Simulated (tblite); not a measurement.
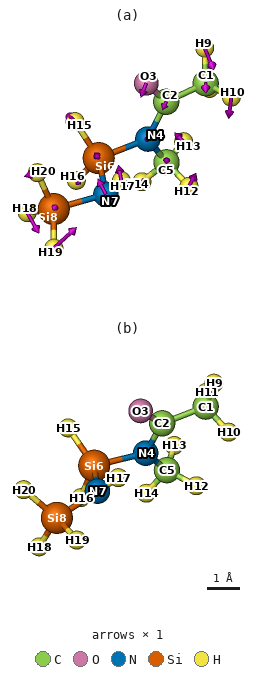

The structure of C$_{3}$H$_{12}$N$_{2}$OSi$_{2}$ before (top) and after (bottom) a relaxation, at one scale. The purple arrows give the displacements, at their true length.

A ball-and-stick model, seen from a free direction.

Level of theory: tblite, GFN2-xTB geometry optimisation, gas phase. 

Q: Summarise the run.

A: The energy falls by 26.0 kcal/mol in 142 geometry steps. The largest move after the best rigid fit is that of H9, 1.14 Å. Largest moves by element: H 1.14 Å, N 0.58 Å, O 0.51 Å, C 0.43 Å, Si 0.32 Å. Near-neighbour distances that change, for instance: O3–Si6 2.936 → 2.553 Å, C2–N4 1.424 → 1.337 Å, N7–Si8 1.799 → 1.733 Å, Si6–N7 1.784 → 1.722 Å. Bond angles that change, for instance: Si6–N7–Si8 106.0° → 126.2°, N7–Si6–H15 107.8° → 118.6°, C2–N4–Si6 119.6° → 109.3°. Groups turn about C1–C2 by about 30°, N4–Si6 by about 30°, N4–C5 by about 25°.
